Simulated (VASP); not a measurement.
Band structure of WO₃ (space group Cmcm). Calculation: modified Becke-Johnson potential (mBJ), VASP's PBE PAW potentials (set 64) (plane waves; VASP 6.6.1).

mBJ is a potential without an energy functional, so only the levels count. Unless said otherwise, spin-orbit coupling is left out, though it shifts the bands of the heavy elements here.

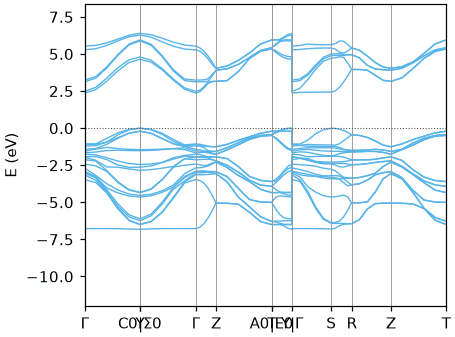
*Bands along high-symmetry lines, zero at the valence-band maximum or, without a gap, the Fermi level*

Read the plot: is there a gap, and where are the band edges?

The gap is indirect, 2.36 eV, from the valence maximum at Y to the conduction minimum at Γ.

The structure comes from a computed database's WO3 entry (Cmcm); how it stands against other phases isn't given here. It was relaxed first. The cell's shape comes from a PBE relaxation.
